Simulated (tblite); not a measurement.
## Frequency calculation, with input and output: C$_{5}$H$_{3}$O$_{2}$

- system: C$_{5}$H$_{3}$O$_{2}$, multiplicity 2, SMILES O=Cc1[c]cco1
- method: GFN2-xTB harmonic vibrations, gas phase (tblite 0.8.0)

It belongs to a series of runs on one base structure; here: H removed from aryl C.

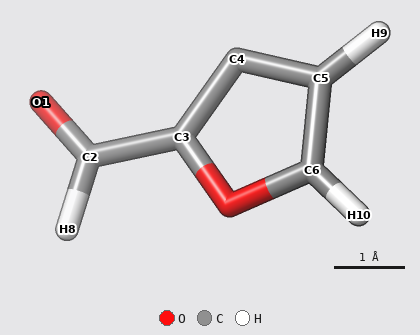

*The input geometry (stick view, seen at a tilt; atoms are numbered from 1 in the order of the input).*

Results in brief:

| quantity | value |
| --- | --- |
| outcome | converged |
| total energy | −550.0698 eV |
| zero-point energy | 40.4150 kcal/mol |
| hardware | 1 CPU thread, shared host |
| wall time | 0.51 s |
| peak memory | 0.18 GiB |

Input file:
```
{"job": {"kind": "ir", "xc": "GFN2-xTB", "basis": "xTB"}, "charge": 0, "multiplicity": 2}
O      2.826204     0.921456     0.245975
C      2.068644     0.023126    -0.018045
C      0.624983     0.106199     0.020410
C     -0.243994     1.117729     0.335731
C     -1.554089     0.658780     0.212827
C     -1.409384    -0.646766    -0.182347
O     -0.124101    -0.991046    -0.301624
H      2.426382    -0.979224    -0.321465
H     -2.462960     1.194084     0.386215
H     -2.142801    -1.399681    -0.400204
```

The first line tells a small driver script what to run in tblite; the rest is the geometry in Å.

Run as:
```bash
OMP_NUM_THREADS=1 python <driver script> task.json out
```

The program's output:
```
mode    cm-1     km/mol
  1     146.1      4.26
  2     185.7      4.06
  3     229.7     12.78
  4     487.3      2.53
  5     559.3      0.08
  6     595.9      4.79
  7     723.0     61.16
  8     760.1     13.90
  9     825.4      7.61
 10     827.8     12.42
 11     916.4      0.06
 12     944.9      6.19
 13    1062.5     33.97
 14    1108.3     10.92
 15    1174.6      8.73
 16    1202.2     43.49
 17    1336.7     13.69
 18    1368.1     48.63
 19    1420.9    103.95
 20    1516.5     70.45
 21    1743.2    429.73
 22    2781.6     93.46
 23    3151.7      0.06
 24    3202.7      1.03
```

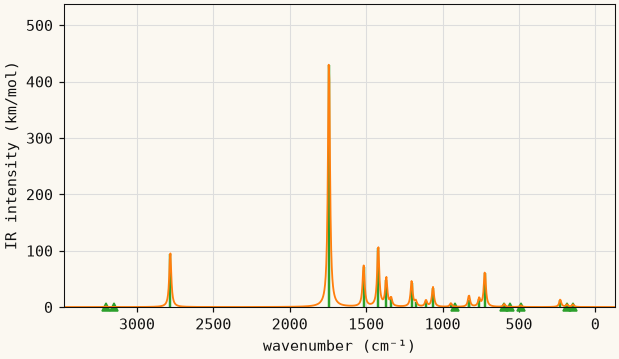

*Harmonic infrared spectrum, unscaled: sticks (degenerate modes added up, dark ones marked on the axis) with a Lorentzian envelope of 16 cm⁻¹ full width, scaled to the tallest stick.*

24 modes from 146 to 3203 cm⁻¹, none imaginary. The strongest line is at 1743 cm⁻¹ (430 km/mol).
